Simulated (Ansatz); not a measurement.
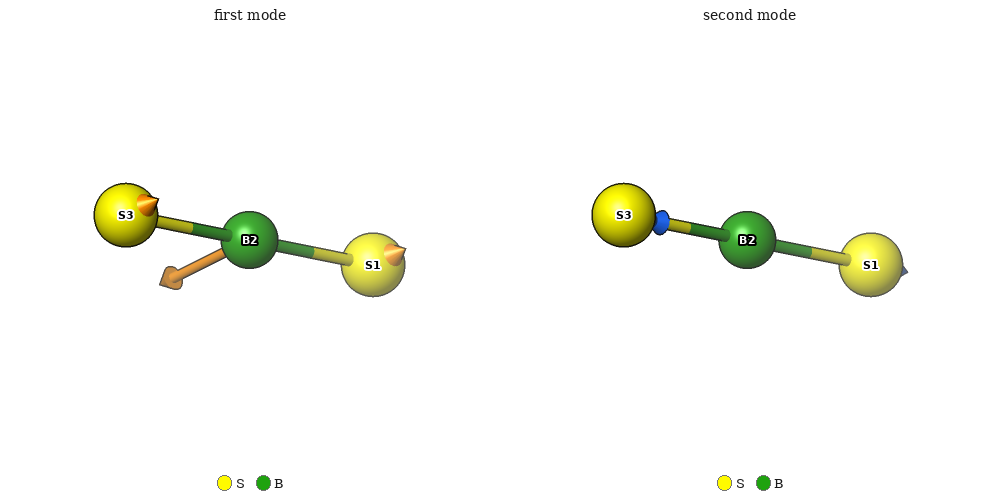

The system is BS₂, SMILES S=B[S-], charge −1; the picture shows the reference structure; its two panels give the patterns of the first and the second mode as arrows. The first coordinate is: normal mode 2 (364 cm⁻¹); the second: normal mode 4 (1321 cm⁻¹). Nothing is relaxed (straight displacements along the two mass-weighted modes). The scan uses a 15 × 15 grid; 64 points were computed and 161 follow by symmetry. Energies: eV, counted from the lowest grid point. The calculation used Ansatz 0.2.0, RKS B3LYP-D4/def2-TZVPD.

Its coordinates:

```yaml
atoms:
  - { symbol: S, position_ang: [-1.1304, 1.1375, -0.4915] }
  - { symbol: B, position_ang: [0.0000, 0.0000, 0.0000] }
  - { symbol: S, position_ang: [1.1304, -1.1375, 0.4915] }
```

Range: normal mode 2 (364 cm⁻¹) from −1.599 to 1.599 amu½·Å; normal mode 4 (1321 cm⁻¹) from −0.558 to 0.558 amu½·Å.

### What landscape does the calculation give?

The lowest grid point is at normal mode 2 (364 cm⁻¹) = 0.000 amu½·Å, normal mode 4 (1321 cm⁻¹) = 0.000 amu½·Å. It is the only kind of minimum in the scanned range. The highest grid point, normal mode 2 (364 cm⁻¹) = −1.599 amu½·Å, normal mode 4 (1321 cm⁻¹) = −0.558 amu½·Å, lies 1.35 eV above the lowest.

```
normal mode 4 (1321 cm⁻¹) ↓, normal mode 2 (364 cm⁻¹) →  −1.599  −1.371  −1.142  −0.914  −0.685  −0.457  −0.229  0.000  0.229  0.457  0.685  0.914  1.142  1.371  1.599
                                                  0.558    1.35    1.24    1.16    1.11    1.08    1.07    1.07   1.07   1.07   1.07   1.08   1.11   1.16   1.24   1.35
                                                  0.478    1.18    1.04    0.93    0.86    0.82    0.79    0.77   0.77   0.77   0.79   0.82   0.86   0.93   1.04   1.18
                                                  0.399    1.04    0.88    0.75    0.66    0.60    0.56    0.53   0.53   0.53   0.56   0.60   0.66   0.75   0.88   1.04
                                                  0.319    0.93    0.75    0.60    0.50    0.42    0.37    0.34   0.33   0.34   0.37   0.42   0.50   0.60   0.75   0.93
                                                  0.239    0.85    0.65    0.49    0.37    0.29    0.23    0.20   0.19   0.20   0.23   0.29   0.37   0.49   0.65   0.85
                                                  0.160    0.79    0.58    0.41    0.29    0.19    0.13    0.09   0.08   0.09   0.13   0.19   0.29   0.41   0.58   0.79
                                                  0.080    0.75    0.54    0.37    0.24    0.14    0.07    0.03   0.02   0.03   0.07   0.14   0.24   0.37   0.54   0.75
                                                  0.000    0.74    0.53    0.35    0.22    0.12    0.05    0.01   0.00   0.01   0.05   0.12   0.22   0.35   0.53   0.74
                                                 −0.080    0.75    0.54    0.37    0.24    0.14    0.07    0.03   0.02   0.03   0.07   0.14   0.24   0.37   0.54   0.75
                                                 −0.160    0.79    0.58    0.41    0.29    0.19    0.13    0.09   0.08   0.09   0.13   0.19   0.29   0.41   0.58   0.79
                                                 −0.239    0.85    0.65    0.49    0.37    0.29    0.23    0.20   0.19   0.20   0.23   0.29   0.37   0.49   0.65   0.85
                                                 −0.319    0.93    0.75    0.60    0.50    0.42    0.37    0.34   0.33   0.34   0.37   0.42   0.50   0.60   0.75   0.93
                                                 −0.399    1.04    0.88    0.75    0.66    0.60    0.56    0.53   0.53   0.53   0.56   0.60   0.66   0.75   0.88   1.04
                                                 −0.478    1.18    1.04    0.93    0.86    0.82    0.79    0.77   0.77   0.77   0.79   0.82   0.86   0.93   1.04   1.18
                                                 −0.558    1.35    1.24    1.16    1.11    1.08    1.07    1.07   1.07   1.07   1.07   1.08   1.11   1.16   1.24   1.35
```

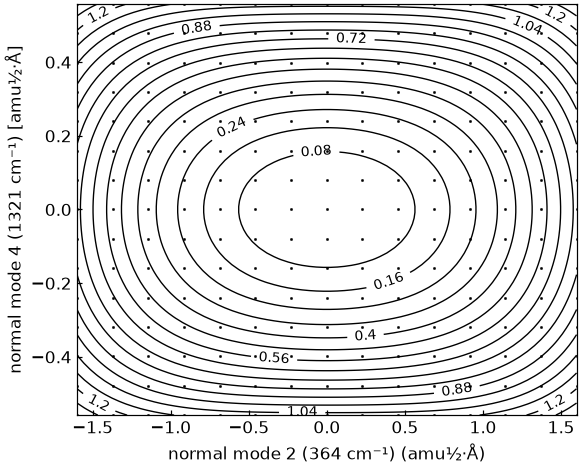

Drawn: contour lines labelled in eV, dots at the grid points. Between grid points the surface is interpolated.

Time for the 64 points that were run: 5.3 min on 1 thread of Arm Neoverse V1, with other jobs on the host.
